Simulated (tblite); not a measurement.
## Run report: HO, frequency calculation

- system: HO, multiplicity 2, SMILES [OH]
- method: GFN2-xTB harmonic vibrations, gas phase (tblite 0.8.0)

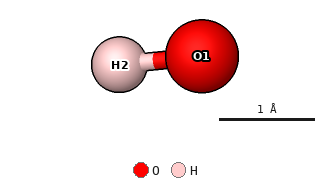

*The input geometry (ball-and-stick view, seen at a tilt; atoms are numbered from 1 in the order of the input).*

### Key numbers

```json
{"quantity": "outcome", "value": "converged"}
{"quantity": "total energy", "value": "−120.5022 eV"}
{"quantity": "zero-point energy", "value": "5.1120 kcal/mol"}
{"quantity": "hardware", "value": "1 CPU thread, shared host"}
{"quantity": "peak memory", "value": "0.4 GiB"}
```

### Input
```
{"job": {"kind": "ir", "xc": "GFN2-xTB", "basis": "xTB"}, "charge": 0, "multiplicity": 2}
O     -0.675235     1.134911     0.007614
H     -0.662253     1.047302     0.966904
```

The first line tells a small driver script what to run in tblite; the rest is the geometry in Å.

Launch command:
```bash
OMP_NUM_THREADS=1 python <driver script> task.json out
```

### What the program printed
```
mode    cm-1     km/mol
  1    3576.1     39.27
ZPE 21.390  H(298)-E 30.066  G(298)-E -24.743 kJ/mol  S 183.83 J/(mol K)
```
